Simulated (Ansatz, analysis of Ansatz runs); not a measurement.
# Does the charge change how S moves in Y2S2O (P2_1/c)?

Aim: compare the barrier of one jump in Y2S2O (P2_1/c) across charge states. The case: V_S hop (3.4 Å), in a cell of 40 host atoms with 1 S taken out.

Program: analysis of Ansatz runs 0.2.0. Level of theory: migration barriers of one hop by charge state from climbing-image bands, LDA; no image-charge correction, which largely cancels along a path. Results are calculated unless marked as measured.

## 1. Set-up

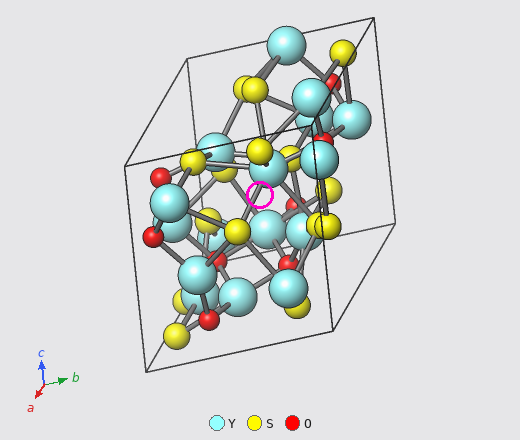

The starting structure, seen slightly off an axis (yttrium light teal, sulfur yellow, oxygen red). A ring marks the centre wherever it is empty.

The cell holds 39 atoms: 16 Y, 15 S and 8 O. Cell: a = 9.558 Å, b = 9.611 Å, c = 10.562 Å, α = 56.3°, β = 68.7°, γ = 66.9°. It derives from Y2S2O (space group P2_1/c). Nearest the centre at fractional (0.484, 0.569, 0.310): S27 at 1.71 Å, Y7 at 2.12 Å, Y1 at 2.27 Å, Y6 at 2.88 Å, S26 at 3.34 Å, S18 at 3.36 Å, O38 at 3.48 Å, S21 at 3.53 Å.

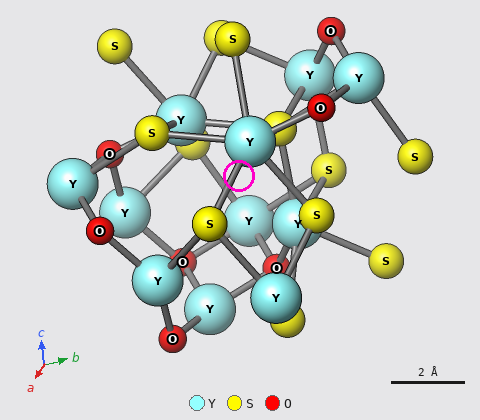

The atoms within 5 Å of the centre. A ring marks the centre wherever it is empty.

As a file:

```xyz
39
Lattice="-1.1302 6.7797 6.6422 6.9691 0.0000 6.6185 8.0992 6.7797 -0.0236" Properties=species:S:1:pos:R:3 pbc="T T T"
Y     6.1410    6.4114    4.9637
Y     5.0108    6.4114   11.6059
Y     8.3622    3.0216    4.9522
Y     8.3622    9.8012    4.9522
Y     8.9273    7.1480    1.6312
Y     7.7971    7.1480    8.2733
Y     5.5759    3.7581    8.2848
Y     5.5759   10.5378    8.2848
Y    10.7663    5.8046    4.4819
Y     2.6671    5.8046    4.5056
Y     3.7369    2.4148    5.4340
Y     3.7369    9.1944    5.4340
Y    11.2710    7.7548    8.7315
Y     3.1718    7.7548    8.7551
Y    10.2012    4.3649    7.8030
Y    10.2012   11.1446    7.8030
S     6.3789    1.8865    6.4208
S     6.3789    8.6662    6.4208
S     2.0982    2.4877    2.8293
S     9.0673    9.2673    9.4478
S     4.8708    4.2920    3.7892
S    11.8399   11.0717   10.4077
S     9.6324    7.6818    6.1268
S     1.5332    7.6818    6.1504
S     8.1243    5.2763    3.4952
S     6.9941    5.2763   10.1374
S     7.5592    4.8932    6.8163
S     7.5592   11.6729    6.8163
S     6.9440    8.2830    3.0997
S     5.8138    8.2830    9.7419
S    12.4050    5.8775    7.0867
O     9.6786    6.1878    8.9364
O     9.6786   12.9675    8.9364
O    10.2436    3.9817    5.6154
O     2.1444    3.9817    5.6390
O     4.2596    0.5918    4.3006
O     4.2596    7.3715    4.3006
O    11.7937    9.5777    7.5981
O     3.6945    9.5777    7.6217
```

The cell's shortest repeat is 9.6 Å.

## 2. The bands

Climbing-image bands with Ansatz at the zone centre alone, on 4 threads of Arm Neoverse V1, shared host:

| charge | moment (μB) | images | iterations | energies along the band (eV) | time |
| --- | --- | --- | --- | --- | --- |
| +2 | 0 | 5 | 6 | 0.00, 0.21, 0.64, 0.83, 0.63, 0.29, 0.16 | 2.4 min |
| 0 | 0 | 5 | 7 | 0.00, 0.43, 1.41, 1.93, 1.43, 0.61, 0.33 | 2.6 min |
| +1 | 1 | 5 | 7 | 0.00, 0.34, 1.06, 1.42, 1.03, 0.43, 0.21 | 7 min |

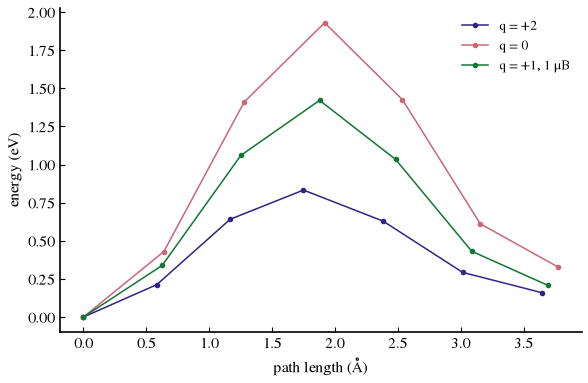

Energy along the path, by charge.

## 3. Barriers and rates

Arrhenius rates with an assumed prefactor of 1e13 per second. Table of hop rate by temperature:

| temperature (K) | charge +2 (1/s) | charge +0 (1/s) | charge +1, moment 1 (1/s) |
| --- | --- | --- | --- |
| 200 | 1.0e-8 | 2.3e-36 | 1.6e-23 |
| 300 | 0.103 | 3.8e-20 | 1.4e-11 |
| 400 | 323 | 4.8e-12 | 1.3e-5 |
| 600 | 1.0e6 | 6.2e-4 | 11.6 |
| 800 | 5.7e7 | 6.95 | 11204 |
| 1000 | 6.4e8 | 1878 | 6.9e5 |

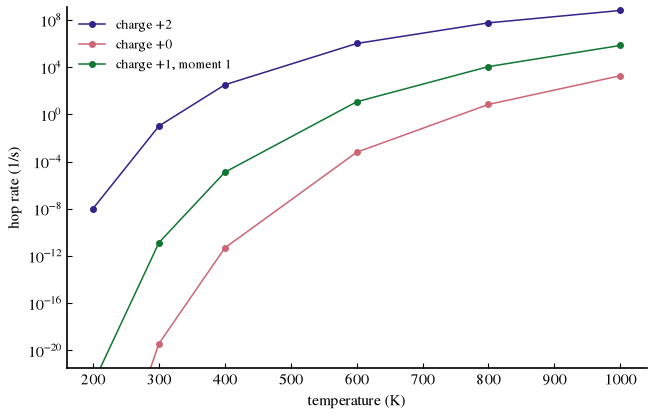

Hop rate against temperature.

## 4. Results

| Property | Result |
| --- | --- |
| barrier at charge plus 2 | 0.83 eV |
| barrier at charge 0 | 1.93 eV |
| barrier at charge plus 1, 1 μB | 1.42 eV |

In words: The barrier is lowest at charge +2 (0.83 eV) and highest at 0 (1.93 eV). No image-charge correction is applied. The order of the top as a saddle was not checked for all atoms, so a bent path could be lower. Limits: sampling at the zone centre alone can move energies of charged and open-shell states by tenths of an eV or more in cells of this size.

[Logs are printed without paths, hosts, clocks, repeated set-up lines and the standing remarks that a program may print on its own settings, such as how far it seeks lower states.]

[Hosts, paths, dates, database ids (printed as entryN), source tags and the programs' standing remarks are cut or masked in the printed files.]
